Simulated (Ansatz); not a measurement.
Cl$_{2}$H$_{4}$N$_{2}$Ti

Input file:

```
crystal:
  periodic: [false, false, false]
  atoms:
    - { symbol: Ti, position_ang: [0.0, 0.0, 0.0] }
    - { symbol: "N", position_ang: [0.0, 0.0, 2.06] }
    - { symbol: H, position_ang: [-0.877, -0.2713, 2.59] }
    - { symbol: H, position_ang: [0.877, 0.2713, 2.59] }
    - { symbol: "N", position_ang: [1.9426, 0.0, -0.686] }
    - { symbol: H, position_ang: [2.4408, -0.918, -0.8667] }
    - { symbol: H, position_ang: [2.4438, 0.918, -0.8582] }
    - { symbol: Cl, position_ang: [-1.1163, 1.9339, -0.7892] }
    - { symbol: Cl, position_ang: [-1.1163, -1.9339, -0.7892] }
basis:
  gaussian: { orbitals: def2-SVP }
hamiltonian:
  xc: pbe
relax:
  f_tol: 0.02
  max_steps: 40
output:
  orbitals: {}
```

Command:

```sh
ansatz run input.yaml --threads 4 --pin off --max-ram 5120MiB --backend cpu --events-out ev --progress --plain --runs-dir out
```

The fields are those of the run's last geometry, not of the input's.

The calculation used RKS PBE/def2-SVP in Ansatz 0.2.0.

Predict the electron density and electron localisation function between the atoms.

Answer. Ti–N (1.86 Å): ρ is about 1 e/Å³ halfway; the ELF peaks at about 0.90 in the valence shell of N, 0.6 Å from its nucleus, and is about 0.30 at the midpoint.
N–H (1.02 Å): ρ is about 2.7 e/Å³ halfway; the ELF climbs to about 1 towards the hydrogen, as it does in any bond to H (an ordinary covalent bond to hydrogen).

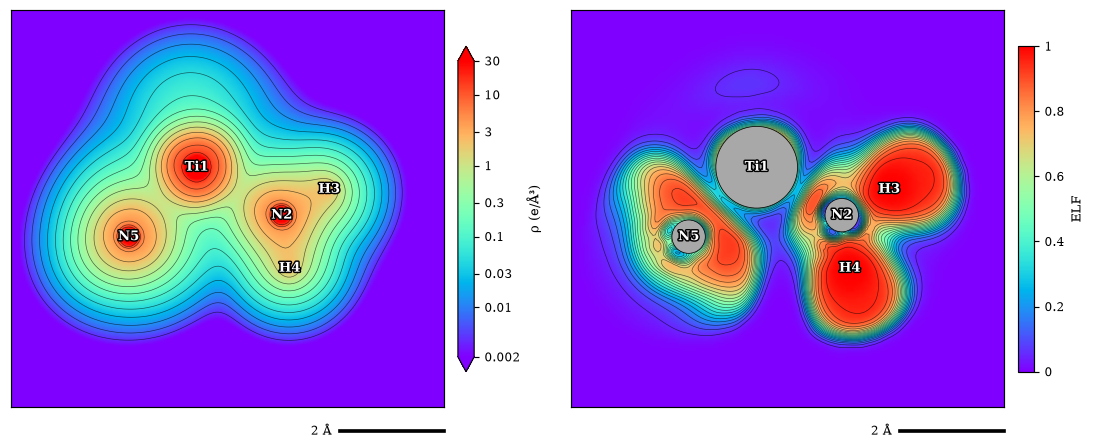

Computed electron density and electron localisation function on the plane of atoms Ti1, N2 and H4, in this order. Grey discs cover the atomic cores in the ELF map. 
